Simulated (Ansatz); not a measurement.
**Ga2PdCl3 (element-swapped structure, charge -1): how the settings move a single-point run**

Aim: see which settings change the result for Ga2PdCl3 (element-swapped structure, charge -1), by how much, and at what cost.

Computed with Ansatz 0.2.0 (reference: DFT r2SCAN, plane waves, PAW, scalar-relativistic, no spin polarisation, unless a step's input says otherwise).

2 further runs of the same task are left out: 1 for a known fault of the program, 1 that didn't finish.

### 1 The starting structure

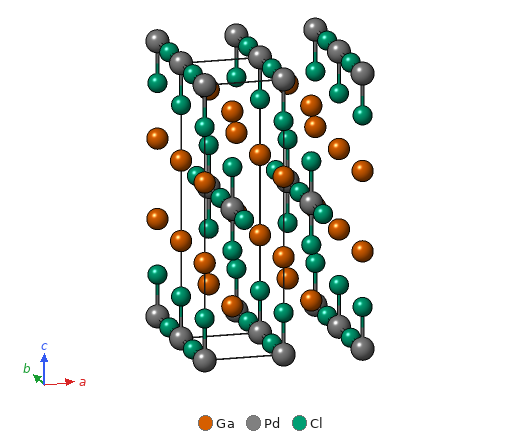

The starting structure, seen slightly off an axis (gallium orange, palladium grey, chlorine teal). 2×2×1 cells are drawn. Atoms on the faces are drawn again on the opposite ones. The cell drawn here is the conventional one.

Coordinates:

```cif
data_structure
_symmetry_space_group_name_H-M 'Immm'
_symmetry_Int_Tables_number 71
_cell_length_a 3.9618
_cell_length_b 4.2136
_cell_length_c 13.7715
_cell_angle_alpha 90.000
_cell_angle_beta 90.000
_cell_angle_gamma 90.000
_cell_volume 229.89
loop_
_atom_site_label
_atom_site_type_symbol
_atom_site_symmetry_multiplicity
_atom_site_Wyckoff_symbol
_atom_site_fract_x
_atom_site_fract_y
_atom_site_fract_z
_atom_site_occupancy
Ga1 Ga 4 i 0.00000 0.00000 0.35390 1
Pd1 Pd 2 a 0.00000 0.00000 0.00000 1
Cl1 Cl 2 d 0.00000 0.50000 0.00000 1
Cl2 Cl 4 i 0.00000 0.00000 0.15190 1
```

### 2 Baseline

input.yaml

```yaml
crystal:
  lattice:
    - [0.0, 0.0, 3.96178]
    - [0.0, -4.213561, 0.0]
    - [6.885764, 2.10678, -1.98089]
  atoms:
    - { symbol: Ga, position: [0.3539, 0.3539, 0.7078] }
    - { symbol: Ga, position: [0.6461, 0.6461, 0.2922] }
    - { symbol: Pd, position: [0.0, 0.0, 0.0] }
    - { symbol: Cl, position: [0.0, 0.5, 0.0] }
    - { symbol: Cl, position: [0.1519, 0.1519, 0.3038] }
    - { symbol: Cl, position: [0.8481, 0.8481, 0.6962] }
  symmetry: { tolerance: 0.0003 }
kpoints:
  mp_grid: { grid: [5, 5, 5], shift: [0, 0, 0] }
magnetization:
  spin_polarized: false
scf:
  occupations: { method: fermi_dirac }
hamiltonian:
  pseudopotentials: { kind: paw }
  xc: r2scan
total_charge: -1
basis:
  ecutwfc: 500
output:
  forces: true
  stress: true
  eigenvalues: true
```

Launch:

```
> ansatz run input.yaml --threads 1 --pin off --max-ram 2560MiB --backend cpu --events-out ev --progress --plain --runs-dir out
```

The program printed (excerpt; [...] marks lines left out):

```text
Warning: RAYON_NUM_THREADS=1 ignored (pool sized by the plan → 1); use --threads N
[...]
Pseudopotentials: kind: paw
Pseudopotential: Ga, paw, valence charge 13, recommended cutoff 500 eV (meta_gga), Ga.paw.azcp
Pseudopotential: Pd, paw, valence charge 18, recommended cutoff 500 eV (meta_gga), Pd.paw.azcp
Pseudopotential: Cl, paw, valence charge 7, recommended cutoff 500 eV (meta_gga), Cl.paw.azcp
Functional definition: r2SCAN
[...]
Crystal: 6 atoms, lattice volume = 114.945 Å³
Basis set: ecut = 500 eV, 2917 PW (Γ), exchange–correlation on 120×128×240 points (64 copies of the dense FFT grid, shifted against one another)
Bands: 40, of which v1, the nominal top of the filled ones, is band 33 counted from 1 (32 counted from 0)
Symmetry: 8 space group operations
Space group: Immm (ITA 71), of the structure as read, at distance tolerance 1.5e-3 Å
k-points: 27 of 125
[...]
SCF iter   1: F=—  HF=-17807.351610 eV  |F-HF|=—  |Δ(HF+E_count)|=         —  Δρ=6.93e-2  dr2=7.74e0  dr2_τ=1.31e-1  ethr=1.77e-3  ⟨swp⟩=6.8  Hψ=4328  notcnv=0
[...]
SCF iter   9: F=-17806.024267 eV  HF=-17806.024267 eV  |F-HF|=1.03e-8  |Δ(HF+E_count)|=   2.67e-7  Δρ=3.85e-6  dr2=2.23e-8  dr2_τ=8.50e-10  ethr=1.52e-10  ⟨swp⟩=5.2  Hψ=4649  notcnv=0
[...]
SCF converged after 9 iterations
Free energy (F): -17806.024267 eV
[...]
E sigma→0 (E₀):  -17805.991829 eV
Entropy (-TS):   -0.064877 eV (-10.813 meV/atom)
Fermi energy:    11.151893 eV
[...]
--- Forces (eV/Å), atoms counted from 1 ---
  atom   1  Ga    -0.21796624     0.00000001     0.00000000
  atom   2  Ga     0.21796624    -0.00000001     0.00000000
  atom   3  Pd     0.00000000     0.00000000     0.00000000
  atom   4  Cl     0.00000000     0.00000000     0.00000000
  atom   5  Cl     5.66946914    -0.00000021     0.00000000
  atom   6  Cl    -5.66946914     0.00000021     0.00000000
[...]
--- Stress (GPa, compression-positive) ---
       42.035488      -0.000000       0.000000
       -0.000000      40.293676       0.000000
        0.000000       0.000000       6.984827
  P = ⅓ Tr σ = 29.7713 GPa (297.713 kbar)
--- Band table (eV; the first three rows and the last of 27) ---
[...]
```

Wall time 21 s (1 thread of an Arm CPU, shared host); peak memory 0.67 GiB.

### 3 A run with other settings

Changes to input.yaml since step 2:

```diff
@@ -19,2 +19,3 @@
   occupations: { method: fermi_dirac }
+  convergence: { dr2_threshold: 0.0001 }
 hamiltonian:
@@ -29 +30,2 @@
   eigenvalues: true
+accuracy: low
```

Launch:

```
> ansatz run input.yaml --threads 1 --pin off --max-ram 2560MiB --backend cpu --events-out ev --progress --plain --runs-dir out
```

The program printed (excerpt; [...] marks lines left out):

```text
Warning: scf.convergence.dr2_threshold = 1e-4 eV is looser than this run's default, which is 1e-7 eV or tighter. The error in the forces grows as the threshold's square root, so leave the key out unless less accurate forces are enough
Warning: output.stress: scf.convergence.dr2_threshold = 1e-4 eV is looser than the 6e-10 eV advised for a printed stress (1e-10 eV for each atom of the cell: 6). What an SCF threshold leaves in a stress goes as its square root, and in the free energy as the threshold itself, and one [...]
settings of this run that can trade accuracy for cost: accuracy: low. Do not mix this run's numbers with those of runs without the same settings; the input reference describes each key
Warning: RAYON_NUM_THREADS=1 ignored (pool sized by the plan → 1); use --threads N
[...]
[... 5 set-up lines as earlier in the session ...]
[...]
SCF iter   7: F=-17806.024264 eV  HF=-17806.024267 eV  |F-HF|=2.44e-6  |Δ(HF+E_count)|=   1.01e-5  Δρ=6.13e-5  dr2=6.59e-6  dr2_τ=3.66e-7  ethr=5.51e-8  ⟨swp⟩=6.1  Hψ=4901  notcnv=0
[...]
SCF converged after 7 iterations
Free energy (F): -17806.024264 eV
[...]
E sigma→0 (E₀):  -17805.991825 eV
Entropy (-TS):   -0.064879 eV (-10.813 meV/atom)
Fermi energy:    11.152043 eV
[...]
--- Forces (eV/Å), atoms counted from 1 ---
  atom   1  Ga    -0.21969054     0.00000001     0.00000000
  atom   2  Ga     0.21969054    -0.00000001     0.00000000
  atom   3  Pd     0.00000000     0.00000000     0.00000000
  atom   4  Cl     0.00000000     0.00000000     0.00000000
  atom   5  Cl     5.66643394    -0.00000021     0.00000000
  atom   6  Cl    -5.66643394     0.00000021     0.00000000
[...]
--- Stress (GPa, compression-positive) ---
       42.021932      -0.000000       0.000000
       -0.000000      40.281515       0.000000
        0.000000       0.000000       6.970316
  P = ⅓ Tr σ = 29.7579 GPa (297.579 kbar)
--- Band table (eV; the first three rows and the last of 27) ---
[...]
settings of this run that can trade accuracy for cost: accuracy: low. Do not mix this run's numbers with those of runs without the same settings; the input reference describes each key
```

It took 18 s on 1 thread of an Arm CPU, shared host; peak memory 0.54 GiB.

### 4 A look at that input

This run ends as converged, with warnings (force scf threshold loose, stress scf threshold loose). Its log warns: «scf.convergence.dr2_threshold = 1e-4 eV is looser than this run's default, which is 1e-7 eV or tighter. The error in the forces grows as the threshold's square root ...»

In the input, scf.convergence.dr2_threshold is 0.0001. The threshold is looser than the default, so the loop may stop short of self-consistency.

The way back: delete scf.convergence.dr2_threshold (the default then holds).

Changing the convergence setting and accuracy level hardly moves the energy: 0.0 meV/atom.

### 5 Changing settings: ecutwfc 29.4 Ry

Changes to input.yaml since step 2:

```diff
@@ -24,3 +24,3 @@
 basis:
-  ecutwfc: 500
+  ecutwfc: "29.4 Ry"
 output:
```

Launch:

```
> ansatz run input.yaml --threads 1 --pin off --max-ram 2560MiB --backend cpu --events-out ev --progress --plain --runs-dir out
```

The program printed (excerpt; [...] marks lines left out):

```text
Warning: basis.ecutwfc = 400.00737781602356 eV is below the records' recommended 500 eV, and the density's cutoff is lower with it unless basis.ecutrho_ratio is high enough to keep the records' density cutoff: compare with a run at a higher cutoff
Warning: RAYON_NUM_THREADS=1 ignored (pool sized by the plan → 1); use --threads N
[...]
[... 5 set-up lines as earlier in the session ...]
[...]
Crystal: 6 atoms, lattice volume = 114.945 Å³
Basis set: ecut = 400.00737781602356 eV, 2087 PW (Γ), exchange–correlation on 108×120×200 points (64 copies of the dense FFT grid, shifted against one another)
Bands: 40, of which v1, the nominal top of the filled ones, is band 33 counted from 1 (32 counted from 0)
[... 1 set-up line as earlier in the session ...]
[...]
SCF iter   1: F=—  HF=-17807.334166 eV  |F-HF|=—  |Δ(HF+E_count)|=         —  Δρ=6.92e-2  dr2=7.74e0  dr2_τ=1.34e-1  ethr=1.77e-3  ⟨swp⟩=6.5  Hψ=4279  notcnv=0
[...]
SCF iter   9: F=-17806.002110 eV  HF=-17806.002110 eV  |F-HF|=1.28e-8  |Δ(HF+E_count)|=   3.08e-7  Δρ=4.09e-6  dr2=2.50e-8  dr2_τ=9.25e-10  ethr=1.52e-10  ⟨swp⟩=5.0  Hψ=4518  notcnv=0
[...]
SCF converged after 9 iterations
Free energy (F): -17806.002110 eV
[...]
E sigma→0 (E₀):  -17805.969673 eV
Entropy (-TS):   -0.064874 eV (-10.812 meV/atom)
Fermi energy:    11.152865 eV
[...]
--- Forces (eV/Å), atoms counted from 1 ---
  atom   1  Ga    -0.21826083     0.00000001     0.00000000
  atom   2  Ga     0.21826083    -0.00000001     0.00000000
  atom   3  Pd     0.00000000     0.00000000    -0.00000000
  atom   4  Cl     0.00000000     0.00000000    -0.00000000
  atom   5  Cl     5.67296378    -0.00000021     0.00000000
  atom   6  Cl    -5.67296378     0.00000021     0.00000000
[...]
--- Stress (GPa, compression-positive) ---
       42.058869      -0.000000       0.000000
       -0.000000      40.317765       0.000000
        0.000000       0.000000       6.988220
  P = ⅓ Tr σ = 29.7883 GPa (297.883 kbar)
--- Band table (eV; the first three rows and the last of 27) ---
[...]
```

It took 16 s on 1 thread of an Arm CPU, shared host; peak memory 0.58 GiB.

Changing the cutoff moves the energy by +3.7 meV/atom. The lower cutoff gives the higher energy: the smaller basis describes the state less well. The log warns that the cutoff is under what these potentials recommend, so the shift is basis error.

### 6 Side by side

| run | ending | energy change | pressure (GPa) | gap (eV) | force (eV/Å) | cycles | time |
| --- | --- | --- | --- | --- | --- | --- | --- |
| reference | converged | 0 | 29.8 | 0.00 | 5.67 | 9 | 21 s |
| 1: dr2_threshold 0.0001, accuracy low | converged | 0.0 meV/atom | 29.8 | 0.00 | 5.67 | 7 | 18 s |
| 2: ecutwfc 29.4 Ry | converged | +3.7 meV/atom | 29.8 | 0.00 | 5.67 | 9 | 16 s |

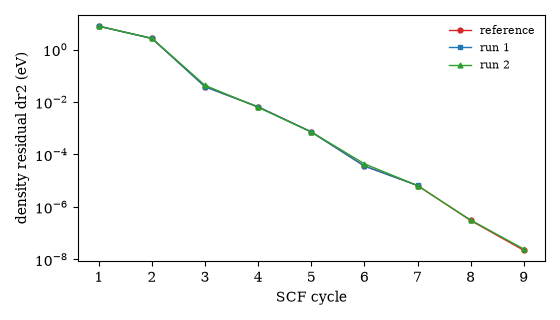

Residual by cycle in the longest SCF loop of each run; runs are numbered as in the table.

Of the converged runs whose energies compare with the reference's, «ecutwfc 29.4 Ry» moves the energy most (+3.7 meV/atom) and «dr2_threshold 0.0001, accuracy low» least (0.0 meV/atom). Run 2 ran under the cutoff that the potentials recommend, as the log warns, so basis error is mixed into its values. The structure is not at rest: the sound run finds 30 GPa, so these are no properties of the relaxed crystal. 

Caveats on the reference run: its mesh is coarse for a cell with so small a gap or none; the charged cell sits in a uniform background, which enters energy and pressure; the structure is made up and not relaxed.
